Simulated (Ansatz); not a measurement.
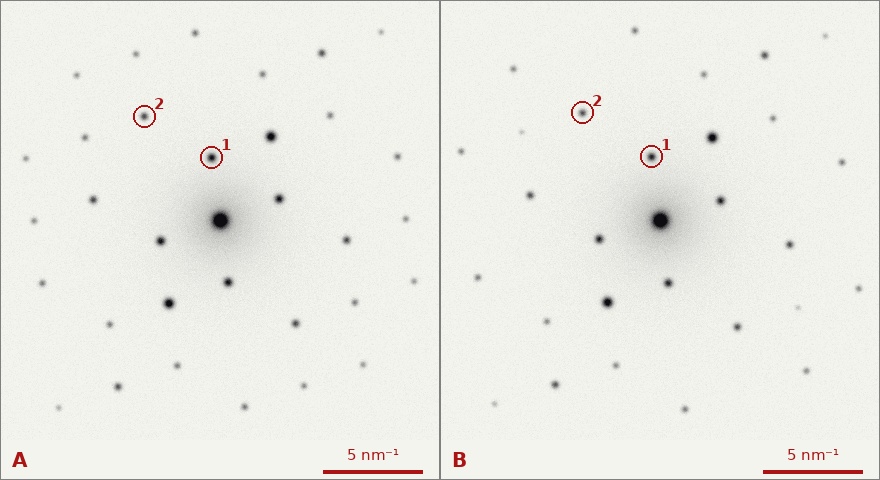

Kinematic electron diffraction patterns (120 kV, B = 0.5 Å², same scale) along [111] of the run's own cell, for the start and the end of one relaxation of CaTi2P2 with Ansatz 0.2.0, DFT, PAW plane waves, r2scan. k mesh 6×6×4. The start is a generated model structure, and the relaxation ends in the nearest stationary point of its symmetry, not necessarily the ground state. Spot 1 is -1 0 1 and spot 2 is -2 -1 3 in both.

Start structure:

```
Ti Ca P
1.0
     2.01044    3.48218    0.00000
    -2.01044    3.48218    0.00000
     0.00000    0.00000    6.60996
Ti Ca P
2 1 2
Direct
  0.33330 0.33340 0.63690
  0.66670 0.66660 0.36310
  0.00000 0.00000 0.00000
  0.33330 0.33340 0.24050
  0.66670 0.66660 0.75950
```

### Which pattern belongs to the start structure, and which to the relaxed one?

B is the start: its cell gives d(1) = 3.081 Å, d(2) = 1.485 Å and an angle of 28.3°. A is the relaxed structure, with d(1) = 3.121 Å (+1.3 %), d(2) = 1.529 Å (+3.0 %) and 28.6°.

### Name reflections whose intensity changes strongly on relaxation.

1 3 -4 comes into sight.

### Summarise the relaxation behind the change.

The volume changed by +6.8 % to 19.77 Å³ an atom; with the mean shift removed, the atoms moved by up to 0.15 Å relative to the cell (P most); the space group stayed P-3m1 (No. 164); the free energy fell by 71 meV an atom. Relaxed cell: a = 4.014 Å, b = 4.014 Å, c = 7.085 Å, α = 90.00°, β = 90.00°, γ = 60.00°.
